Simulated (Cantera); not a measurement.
A closed system holds: 1 mol SiH₄, 14 mol N₂, equilibrated at 5.40 Pa.

Cantera equilibrium calculation (NASA polynomials, part measured and part estimated; ideal gas, pure solids and liquids). Candidate condensed phases: Si, Si₃N₄; 18 gas species. N₂ is the only nitrogen source here; it is nearly inert below about 1500 K, so the nitride shown seldom forms there in practice. The tables' values for SiN are old estimates; treat these amounts as uncertain. Kinetics and transport are ignored.

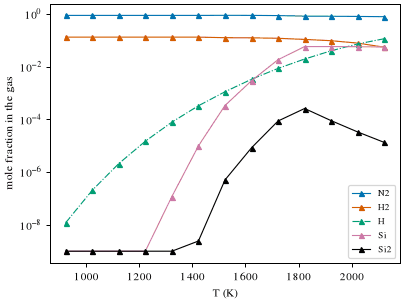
Figure. Equilibrium gas composition (values under 1e-9 drawn at 1e-9)

From 923 K to 1423 K the condensed part is Si₃N₄(s). From 1523 K to 1623 K the condensed part is Si(s). At 1723 K the condensed part is Si(l). From 1823 K to 2123 K nothing is condensed.
